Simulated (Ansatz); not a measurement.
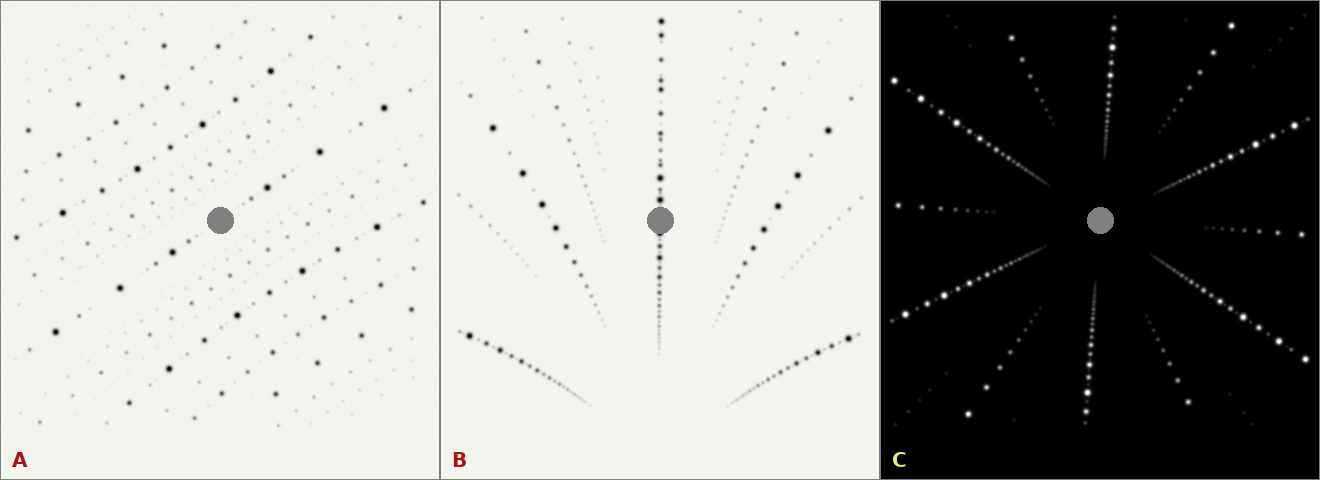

Simulated back-reflection Laue patterns (white X-rays, 0.45 to 2.2 Å, flat plate covering ±45° about the beam, kinematic intensities, seen from the source). Crystal: C, space group P6_3/mmc (No. 194), a = 2.48 Å, c = 9.65 Å (hexagonal axes). Structure: the input geometry of an electronic-structure calculation (not necessarily at equilibrium).

> The directions [001], [100], [211] point towards the source, in some order. Which is which?

A: [100], symmetry 2mm (a twofold axis with two mirror lines). B: [211], symmetry m (one mirror line). C: [001], symmetry 6mm (a sixfold axis with mirror lines). The Laue class is 6/mmm.
